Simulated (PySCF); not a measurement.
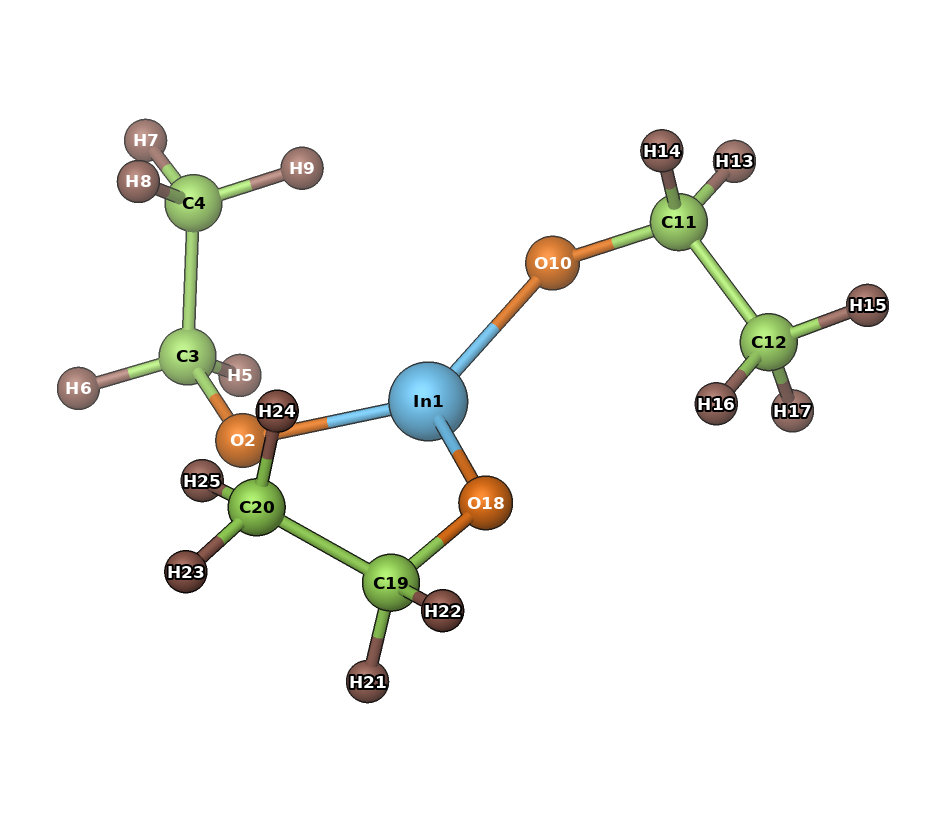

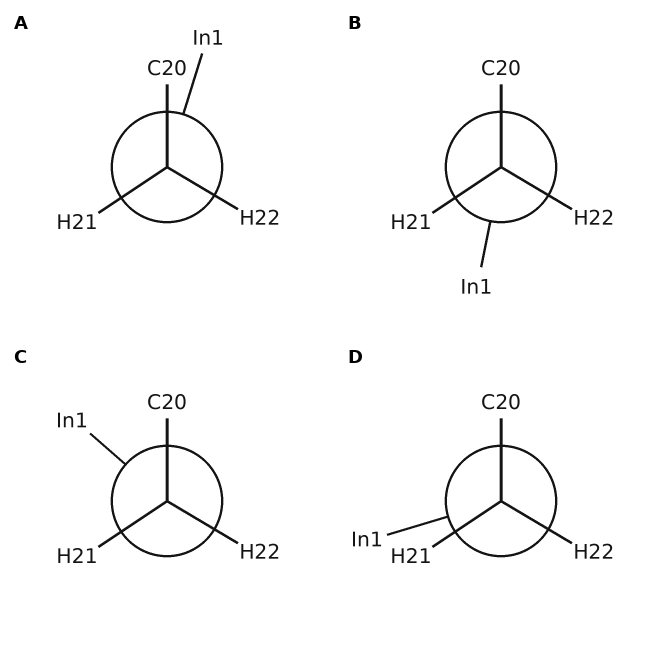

Distant atoms are faded towards the background colour. Bonds that would overlap in a projection are set slightly apart. The geometry was computed by an optimisation with PBE0-D3(BJ)/def2-SVP. No frequency run is at hand to confirm it as a minimum.

Q: Which Newman projection shows the view along C19–O18, with C19 in front?

A: C. The torsion angle C20–C19–O18–In1 is −49°, synclinal (gauche).
